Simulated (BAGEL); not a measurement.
# HF/cc-pVDZ (density fitting with qzvpp-jkfit) run of BSiNH4S (SMILES S[SiH]1BN1)

What is the vertical singlet–triplet gap of BSiNH4S at HF/cc-pVDZ (density fitting with qzvpp-jkfit)? 

The calculation is run with BAGEL 1.2.2.

1 further run of the same task is left out (it didn't finish). Runs told in other sessions of the task aren't counted.

## (1) The system as given

BSiNH4S has 8 atoms, charge 0, and is taken as a singlet. SMILES: `S[SiH]1BN1`. Geometry: relaxed at PBE0-D4/def2-TZVP. This is one conformer, not always the lowest.

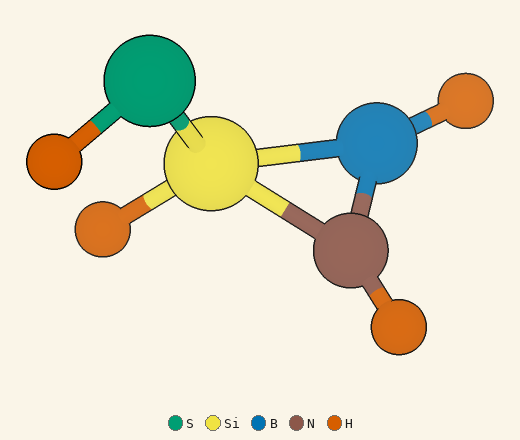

The structure, seen from a chosen angle (sulfur teal, silicon yellow, boron blue, nitrogen brown, hydrogen orange).

## (2) The energy at HF/cc-pVDZ (density fitting with qzvpp-jkfit)

The input, input.json:

```json
{ "bagel": [

{
  "title": "molecule",
  "basis": "cc-pvdz.json",
  "df_basis": "qzvpp-jkfit",
  "angstrom": "true",
  "geometry": [
    { "atom": "S", "xyz": [      -2.198700,      -0.554700,      -0.360400 ] },
    { "atom": "Si", "xyz": [      -0.326600,      -0.039100,       0.515400 ] },
    { "atom": "B", "xyz": [       1.350500,      -0.825500,       0.014200 ] },
    { "atom": "N", "xyz": [       0.999600,       0.392100,      -0.541100 ] },
    { "atom": "H", "xyz": [      -2.816800,       0.582000,       0.001900 ] },
    { "atom": "H", "xyz": [      -0.578800,       0.932200,       1.605800 ] },
    { "atom": "H", "xyz": [       2.264800,      -1.577600,      -0.080200 ] },
    { "atom": "H", "xyz": [       1.398200,       1.033600,      -1.211500 ] }
  ]
},

{ "title": "hf" },

{ "title": "print", "file": "orbitals.molden", "orbitals": "true" }

]}
```

The basis set cc-pVDZ is read from a file made from the Basis Set Exchange's data (not shown).

Launch:

```console
$ BAGEL_NUM_THREADS=1 BAGEL input.json > input.out
```

What it wrote:

```text
* using 1 threads per process

  ===============================================================
  ===============================================================

  *** Geometry ***

  { "atom" : "S", "xyz" : [     -4.154941,     -1.048231,     -0.681057 ] },
  { "atom" : "Si", "xyz" : [     -0.617185,     -0.073888,      0.973965 ] },
  { "atom" : "B", "xyz" : [      2.552075,     -1.559969,      0.026834 ] },
  { "atom" : "N", "xyz" : [      1.888970,      0.740962,     -1.022531 ] },
  { "atom" : "H", "xyz" : [     -5.322981,      1.099821,      0.003590 ] },
  { "atom" : "H", "xyz" : [     -1.093773,      1.761603,      3.034522 ] },
  { "atom" : "H", "xyz" : [      4.279852,     -2.981232,     -0.151556 ] },
  { "atom" : "H", "xyz" : [      2.642215,      1.953221,     -2.289403 ] },

  Number of auxiliary basis functions:      480

  Since a DF basis is specified, we compute 2- and 3-index integrals:
    o Being stored without compression. Storage requirement is 0.027 GB

  Number of basis functions:       84
  Number of electrons      :       46

    * METHOD: MOLECULE                             0.25

  *** RHF ***

  === Nuclear Repulsion ===
   186.9826419113

      * DIIS with orbital gradients will be used.

  === RHF iteration (cc-pvdz.json) ===
      0       -767.71120541          0.01842646           0.08
      1       -767.85635037          0.01403006           0.08
      2       -767.95099170          0.00173023           0.08
      3       -767.95356595          0.00055880           0.08
      4       -767.95377590          0.00012474           0.08
      5       -767.95379327          0.00002660           0.08
      6       -767.95379432          0.00000709           0.08
      7       -767.95379439          0.00000240           0.08
      8       -767.95379440          0.00000095           0.08
      9       -767.95379440          0.00000021           0.08
     10       -767.95379440          0.00000007           0.08
     11       -767.95379440          0.00000003           0.08
     12       -767.95379440          0.00000001           0.08
     13       -767.95379440          0.00000000           0.08
    * SCF iteration converged.

    * Permanent dipole moment:
           (   -0.256896,    -0.750946,     0.053358) a.u.

    * METHOD: HF                                   1.31

    * METHOD: PRINT                                0.02

  ===============================================================
```

Wall time 1.7 s (1 thread of Arm Neoverse V1, shared host); peak memory 0.12 GiB.

## (3) The triplet at the same level

The input, calc.json:

```json
{ "bagel" : [

{
  "title" : "molecule",
  "basis" : "cc-pvdz.json",
  "df_basis" : "qzvpp-jkfit",
  "angstrom" : true,
  "geometry" : [
    { "atom" : "S", "xyz" : [      -2.198700,      -0.554700,      -0.360400 ] },
    { "atom" : "Si", "xyz" : [      -0.326600,      -0.039100,       0.515400 ] },
    { "atom" : "B", "xyz" : [       1.350500,      -0.825500,       0.014200 ] },
    { "atom" : "N", "xyz" : [       0.999600,       0.392100,      -0.541100 ] },
    { "atom" : "H", "xyz" : [      -2.816800,       0.582000,       0.001900 ] },
    { "atom" : "H", "xyz" : [      -0.578800,       0.932200,       1.605800 ] },
    { "atom" : "H", "xyz" : [       2.264800,      -1.577600,      -0.080200 ] },
    { "atom" : "H", "xyz" : [       1.398200,       1.033600,      -1.211500 ] }
  ]
},

{
  "title" : "uhf",
  "nopen" : 2
},

{
  "title" : "print",
  "file" : "orbitals.molden",
  "orbitals" : true
}

]}
```

The basis set cc-pVDZ is read from a file made from the Basis Set Exchange's data (not shown).

Launch:

```console
$ BAGEL_NUM_THREADS=1 BAGEL calc.json > calc.out
```

What it wrote:

```text
* using 1 threads per process

  ===============================================================
  ===============================================================

  *** Geometry ***

  { "atom" : "S", "xyz" : [     -4.154941,     -1.048231,     -0.681057 ] },
  { "atom" : "Si", "xyz" : [     -0.617185,     -0.073888,      0.973965 ] },
  { "atom" : "B", "xyz" : [      2.552075,     -1.559969,      0.026834 ] },
  { "atom" : "N", "xyz" : [      1.888970,      0.740962,     -1.022531 ] },
  { "atom" : "H", "xyz" : [     -5.322981,      1.099821,      0.003590 ] },
  { "atom" : "H", "xyz" : [     -1.093773,      1.761603,      3.034522 ] },
  { "atom" : "H", "xyz" : [      4.279852,     -2.981232,     -0.151556 ] },
  { "atom" : "H", "xyz" : [      2.642215,      1.953221,     -2.289403 ] },

  Number of auxiliary basis functions:      480

  Since a DF basis is specified, we compute 2- and 3-index integrals:
    o Being stored without compression. Storage requirement is 0.027 GB

  Number of basis functions:       84
  Number of electrons      :       46

    * METHOD: MOLECULE                             0.25

  *** Open-shell HF ***

  === Nuclear Repulsion ===
   186.9826419113

      * DIIS with orbital gradients will be used.

  === UHF iteration (cc-pvdz.json) ===
      0       -767.42956647          0.04177015           0.16
      1       -767.58672389          0.03477605           0.16
      2       -767.69352200          0.02241931           0.16
      3       -767.78252599          0.00290604           0.16
      4       -767.78933130          0.00152411           0.16
      5       -767.79151604          0.00081048           0.16
      6       -767.79261338          0.00033985           0.16
      7       -767.79288647          0.00017335           0.16
      8       -767.79295897          0.00010142           0.16
      9       -767.79298288          0.00006430           0.16
     10       -767.79299338          0.00003737           0.16
     11       -767.79299749          0.00002567           0.16
     12       -767.79300001          0.00001826           0.16
     13       -767.79300205          0.00001121           0.16
     14       -767.79300288          0.00000786           0.16
     15       -767.79300321          0.00000600           0.16
     16       -767.79300346          0.00000445           0.16
     17       -767.79300361          0.00000257           0.16
     18       -767.79300363          0.00000169           0.16
     19       -767.79300365          0.00000126           0.16
     20       -767.79300365          0.00000086           0.16
     21       -767.79300366          0.00000062           0.16
     22       -767.79300366          0.00000049           0.16
     23       -767.79300366          0.00000040           0.16
     24       -767.79300366          0.00000027           0.16
     25       -767.79300366          0.00000020           0.16
     26       -767.79300366          0.00000015           0.16
     27       -767.79300366          0.00000011           0.15
     28       -767.79300366          0.00000008           0.16
     29       -767.79300366          0.00000005           0.16
     30       -767.79300366          0.00000003           0.16
     31       -767.79300366          0.00000002           0.16
     32       -767.79300366          0.00000002           0.16
     33       -767.79300366          0.00000001           0.16
     34       -767.79300366          0.00000001           0.16
     35       -767.79300366          0.00000001           0.16
    * SCF iteration converged.

    * S^2 (UHF) is 2.0144

    * Permanent dipole moment:
           (    0.622869,    -0.884944,    -0.242809) a.u.

    * METHOD: UHF                                  5.91

    * METHOD: PRINT                                0.02

  ===============================================================
```

Run time: 6.6 s. Hardware: 1 thread of Arm Neoverse V1, shared host; peak memory 0.12 GiB.

## (4) What came out

Level: HF/cc-pVDZ (density fitting with qzvpp-jkfit).

| quantity | value |
| --- | --- |
| singlet: total energy | -767.95379 Eh |
| singlet: dipole moment | 2.02 D |
| singlet: HOMO energy | -9.55 eV |
| singlet: LUMO energy | 3.30 eV |
| singlet: HOMO–LUMO gap | 12.84 eV |
| triplet: total energy | -767.79300 Eh |
| triplet: dipole moment | 2.82 D |
| triplet: ⟨S²⟩ | 2.014 |
| vertical energy of the triplet above the singlet | 4.375 eV |

What this shows: At this shape the triplet lies 4.38 eV (422 kJ/mol) above the singlet.
